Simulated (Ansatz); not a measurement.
C2H8NSb

Input

```
crystal:
  periodic: [false, false, false]
  atoms:
    - {symbol: C, position_ang: [1.460114, -1.879558, 1.132260]}
    - {symbol: C, position_ang: [0.797590, -1.794459, -0.237498]}
    - {symbol: "N", position_ang: [-1.450472, -0.536872, 1.529164]}
    - {symbol: Sb, position_ang: [-0.723963, -0.213195, -0.396266]}
    - {symbol: H, position_ang: [0.704476, -2.022208, 1.920425]}
    - {symbol: H, position_ang: [2.024665, -0.961658, 1.366028]}
    - {symbol: H, position_ang: [2.166126, -2.726512, 1.187450]}
    - {symbol: H, position_ang: [0.275190, -2.732162, -0.487105]}
    - {symbol: H, position_ang: [1.527788, -1.605143, -1.041806]}
    - {symbol: H, position_ang: [0.436816, 1.019166, 0.002611]}
    - {symbol: H, position_ang: [-0.874637, -0.091864, 2.244725]}
    - {symbol: H, position_ang: [-2.391788, -0.153999, 1.624076]}
basis:
  gaussian:
    orbitals: def2-TZVPD
hamiltonian:
  xc: {name: PBE0}
output:
  forces: true
  orbitals: {seedname: orbitals}
```

Launched as:

```sh
ansatz run input.yaml --threads 2 --pin off --max-ram 4350MiB --events-out events.jsonl --progress --plain --runs-dir runs
```

Geometry: B3LYP-D3(BJ)/def2-SVP; core potentials replace the inner electrons of Sb.

These are results of isolated molecule in a Gaussian basis; Kohn-Sham density functional theory, functional PBE0 in Ansatz, not measurements.

### What will maps of the electron density and electron localisation function show?

Sb–N (2.08 Å): ρ at the midpoint is about 0.75 e/Å³; the ELF peaks at about 0.90 in the valence shell of N, 0.7 Å from its nucleus, and drops to about 0.20 between the two atoms.
N–H (1.02 Å): ρ is about 2.8 e/Å³ halfway; the ELF climbs to about 1 towards the hydrogen, as it does in any bond to H: an ordinary covalent bond to hydrogen.

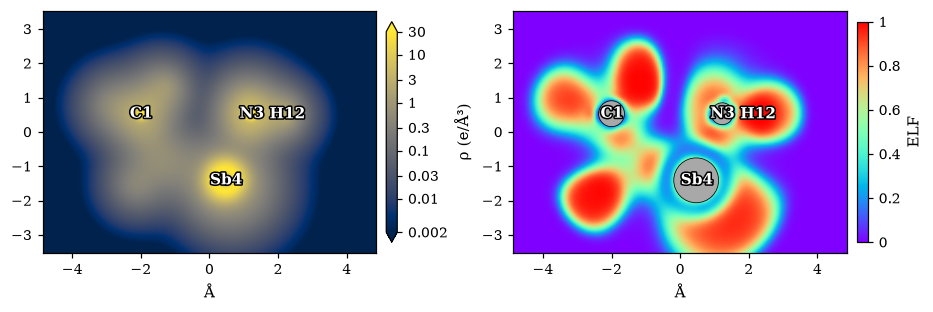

Computed electron density and electron localisation function on the plane of atoms Sb4, N3 and H12, in this order. Grey discs cover the atomic cores in the ELF map. 
